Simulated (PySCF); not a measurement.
**TiH2SCl2O (SMILES [OH][Ti]([SH])([Cl])[Cl]): levels of theory compared**

We compute a comparison of 6 runs (HF/STO-3G, HF/3-21G, M06-2X/6-31G*, wB97M-V/6-31G*, wB97X/6-31G*, CCSD(T)/6-31G*) of TiH2SCl2O. Input form: a Python script.

The calculation is run with PySCF 2.14.0.

4 further runs of the same task are left out: 1 that didn't finish, 3 set aside as unsound or not needed.

## Step 1: The system as given

TiH2SCl2O has 7 atoms, charge 0, and is taken as a singlet. As SMILES, `[OH][Ti]([SH])([Cl])[Cl]`. The shape is that of a PBE0-D4/def2-TZVP optimisation. This is one conformer, not always the lowest.

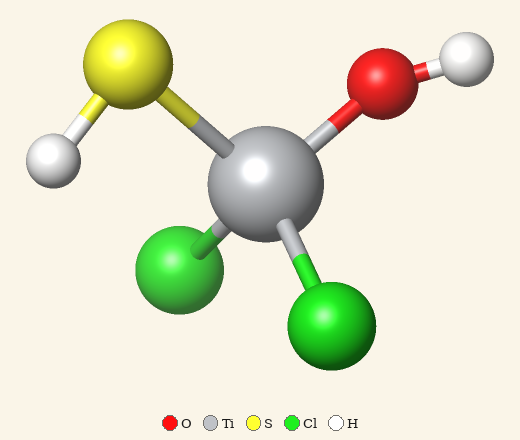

The structure, seen from a chosen angle (oxygen red, titanium light grey, sulfur yellow, chlorine green, hydrogen white).

## Step 2: A single-point energy at HF/STO-3G (run 1)

The input, geometry.xyz:

```xyz
7
Cl2H2OSTi
O     -1.377300     0.558700     0.862300
Ti    -0.135200     0.038500    -0.245900
S      1.377700    -1.025800     1.066100
Cl    -0.905600    -1.341600    -1.764100
Cl     0.823000     1.739800    -1.232100
H     -1.863900     1.272300     1.275800
H      2.142400    -1.309900    -0.007900
```

The input, run.py:

```python
from pyscf import gto

molecule = gto.M(
    atom='geometry.xyz',
    basis='sto-3g',
    max_memory=1860,
    verbose=4,
    spin=0,
)

mf = molecule.RHF()
mf.conv_tol = 1e-10
mf.kernel()
if not mf.converged:
    mf = mf.newton().run(mf.mo_coeff, mf.mo_occ)

e_tot = mf.e_tot
print('E = %.10f Eh' % e_tot)
```

On the command line:

```console
$ OMP_NUM_THREADS=1 python run.py
```

What it wrote:

```text
PySCF version 2.14.0

[... 63 lines left out ...]
converged SCF energy = -2217.52446345684
E = -2217.5244634568 Eh
```

Wall time 1.3 s (1 thread of Arm Neoverse V1, shared host); peak memory 0.12 GiB.

## Step 3: The energy at HF/3-21G (run 2)

The input, job.py:

```python
from pyscf import gto, scf

mol = gto.M(
    atom='''
O     -1.377300     0.558700     0.862300
Ti    -0.135200     0.038500    -0.245900
S      1.377700    -1.025800     1.066100
Cl    -0.905600    -1.341600    -1.764100
Cl     0.823000     1.739800    -1.232100
H     -1.863900     1.272300     1.275800
H      2.142400    -1.309900    -0.007900
''',
    basis='3-21g',
    spin=0,
    max_memory=1860,
    verbose=3,
)

mf = scf.RHF(mol)
mf.conv_tol = 1e-10
mf.kernel()
if not mf.converged:
    mf = mf.newton().run(mf.mo_coeff, mf.mo_occ)

energy = mf.e_tot
print('E(%s) = %.9f' % ('HF', energy))
```

On the command line:

```console
$ OMP_NUM_THREADS=1 python job.py
```

What it wrote:

```text
converged SCF energy = -2230.24033887633
E(HF) = -2230.240338876
```

It took 1.5 s on 1 thread of Arm Neoverse V1, shared host; peak memory 0.14 GiB.

Runs 3 to 4 aren't shown in full; the table further down has their settings and results.

## Step 4: The energy at wB97X/6-31G(d) (spherical functions) (run 5)

The input, input.py:

```python
from pyscf import gto, dft

mol = gto.Mole()
mol.atom = [
    ('O', (-1.377300, 0.558700, 0.862300)),
    ('Ti', (-0.135200, 0.038500, -0.245900)),
    ('S', (1.377700, -1.025800, 1.066100)),
    ('Cl', (-0.905600, -1.341600, -1.764100)),
    ('Cl', (0.823000, 1.739800, -1.232100)),
    ('H', (-1.863900, 1.272300, 1.275800)),
    ('H', (2.142400, -1.309900, -0.007900)),
]
mol.max_memory = 1860
mol.basis = '6-31g*'
mol.verbose = 3
mol.build()

calc0 = dft.RKS(mol, xc='wb97x')
calc0.grids.level = 5
calc0.conv_tol = 1e-10
calc0.kernel()
if not calc0.converged:
    calc0 = calc0.newton().run(calc0.mo_coeff, calc0.mo_occ)

energy = calc0.e_tot
print('Final energy', energy)
```

On the command line:

```console
$ OMP_NUM_THREADS=1 python input.py
```

What it wrote:

```text
converged SCF energy = -2244.53483096558
Final energy -2244.5348309655783
```

It took 1.7 min on 1 thread of Arm Neoverse V1, shared host; peak memory 0.58 GiB.

## Step 5: The energy at CCSD(T)/6-31G(d) (spherical functions) (run 6)

The input, input.py:

```python
from pyscf import gto, scf, cc

mol = gto.M(
    atom='''
O     -1.377300     0.558700     0.862300
Ti    -0.135200     0.038500    -0.245900
S      1.377700    -1.025800     1.066100
Cl    -0.905600    -1.341600    -1.764100
Cl     0.823000     1.739800    -1.232100
H     -1.863900     1.272300     1.275800
H      2.142400    -1.309900    -0.007900
''',
    charge=0,
    basis='6-31g*',
    max_memory=1860,
    verbose=4,
)

calc0 = scf.RHF(mol)
calc0.conv_tol = 1e-10
calc0.kernel()
if not calc0.converged:
    calc0 = calc0.newton().run(calc0.mo_coeff, calc0.mo_occ)

mycc = cc.CCSD(calc0, frozen=21)
mycc.kernel()
e_t = mycc.ccsd_t()
energy = mycc.e_tot + e_t
print(f'total energy: {energy:.8f} hartree')
```

On the command line:

```console
$ OMP_NUM_THREADS=1 python input.py
```

What it wrote:

```text
PySCF version 2.14.0

[... 71 lines left out ...]
converged SCF energy = -2241.02658250033
[... 12 lines left out ...]
Init t2, MP2 energy = -2241.91825546594  E_corr(MP2) -0.891672965617653
[... 19 lines left out ...]
CCSD converged
[... 2 lines left out ...]
total energy: -2241.99027689 hartree
```

Wall time 2.2 min (1 thread of Arm Neoverse V1, shared host); peak memory 0.67 GiB.

## Step 6: Overview of the runs

| run | level | integration grid | nlc grid | energy (Eh) | dipole moment (D) of the reference | HOMO energy (eV) | LUMO energy (eV) | wall time |
| --- | --- | --- | --- | --- | --- | --- | --- | --- |
| 1 | HF/STO-3G | – | – | -2217.524463 | 2.88 | -7.95 | 6.26 | 1.3 s |
| 2 | HF/3-21G | – | – | -2230.240339 | 2.88 | -11.26 | 0.00 | 1.5 s |
| 3 | M06-2X/6-31G* (spherical functions) | 5 | – | -2244.429549 | 2.18 | -9.17 | -1.96 | 76 s |
| 4 | wB97M-V/6-31G* (spherical functions) | 5 | 1 | -2244.427840 | 2.26 | -10.11 | -0.89 | 3.8 min |
| 5 | wB97X/6-31G* (spherical functions) | 5 | – | -2244.534831 | 2.31 | -10.32 | -1.05 | 1.7 min |
| 6 | CCSD(T)/6-31G* (spherical functions) | – | – | -2241.990277 | 2.21 | -10.87 | 0.63 | 2.2 min |

## Step 7: Results

```
                                           quantity           value
                                run 6: total energy  -2241.99028 Eh
        run 6: dipole moment (Hartree–Fock density)          2.21 D
         run 6: HOMO energy (Hartree–Fock orbitals)       -10.87 eV
         run 6: LUMO energy (Hartree–Fock orbitals)         0.63 eV
       run 6: HOMO–LUMO gap (Hartree–Fock orbitals)        11.50 eV
run 6: correlation energy (21 core orbitals frozen)      -963.7 mEh
                              run 6: (T) correction      -47.26 mEh
                               run 6: T1 diagnostic           0.024
```

Over runs 1, 2, 3, 4, 5 the dipole moment (its size) runs from 2.18 D (M06-2X/6-31G*) to 2.88 D (HF/STO-3G). The two ends differ in method and basis. Over runs 1, 2, 3, 4, 5 the HOMO–LUMO gap runs from 7.21 eV (M06-2X/6-31G*) to 14.21 eV (HF/STO-3G). Totals of different functionals can't be ranked against each other. In run 1 the basis is minimal, so the values are rough. All runs together took 9.1 min, the longest 3.8 min.
